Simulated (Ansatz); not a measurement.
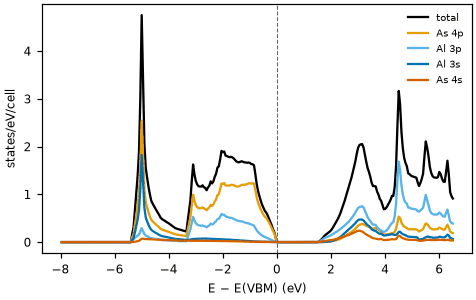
Fig. 1. Total and projected density of states of AlAs (zinc blende, F-43m), the program Ansatz at the PBE level (PAW)

**Question.** Which orbitals carry the states next to the gap?

**Answer.** Top 1 eV of the valence band: As 4p 78 %, Al 3p 19 %. Bottom 1 eV of the conduction band: Al 3p 49 %, As 4s 15 %, Al 3s 15 %, As 4p 10 %, outside the projected shells 11 %. Projections are on Löwdin-orthogonalised atomic valence shells; empty p or d shells of many metals are not among them.

**Question.** Where is the tallest occupied peak in this window, and what makes it?

**Answer.** Near -5.0 eV, about 4.8 states/eV per cell; the largest projected share is As 4p.

Symmetry was held in the PBE relaxation. Scalar-relativistic: spin–orbit coupling is off unless named, which matters more the heavier the elements.

Potentials: the earlier of the program's two PAW sets.
